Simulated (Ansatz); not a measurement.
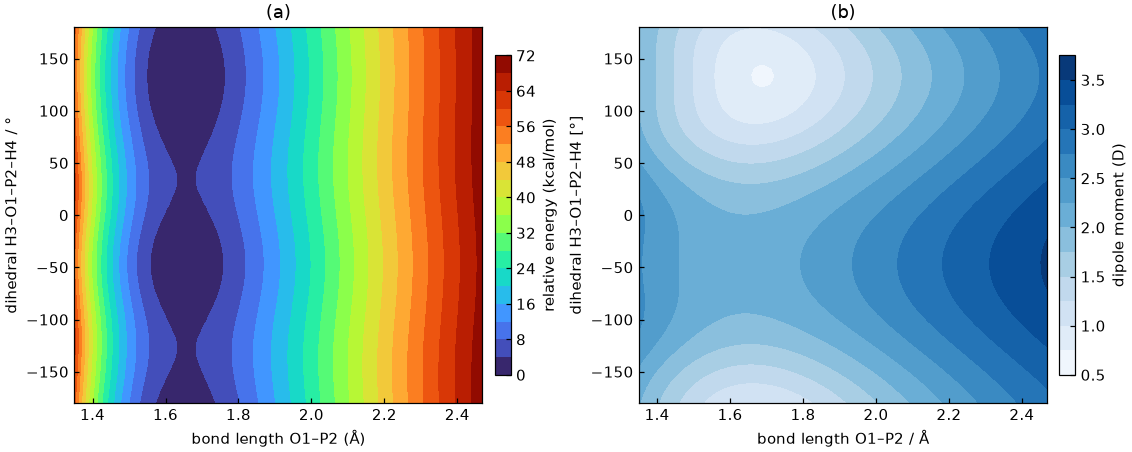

H₃OP, SMILES OP. Coordinates scanned: (1) bond length O1–P2; (2) dihedral H3–O1–P2–H4. Nothing is relaxed (all other coordinates rigid). The grid has 13 × 12 points. Energies: kcal/mol, counted from the relaxed molecule at the same level. The reference is spin-restricted, which grows unreliable where a bond is stretched far. Computed with Ansatz 0.2.0, RKS r2SCAN0-D4/def2-TZVP.

Panel (a) is the energy; panel (b) is the computed dipole moment, in D.

In the figure: filled contours. Between grid points the surface is interpolated.

### How does the dipole moment vary over the map, and what is it at the lowest grid point?

Leaving out the highest fifth of the energies, it runs from 0.77 D at bond length O1–P2 = 1.723 Å, dihedral H3–O1–P2–H4 = 120° to 3.18 D at bond length O1–P2 = 2.282 Å, dihedral H3–O1–P2–H4 = −60°. At the lowest grid point, bond length O1–P2 = 1.630 Å, dihedral H3–O1–P2–H4 = 120°, it is 0.81 D.
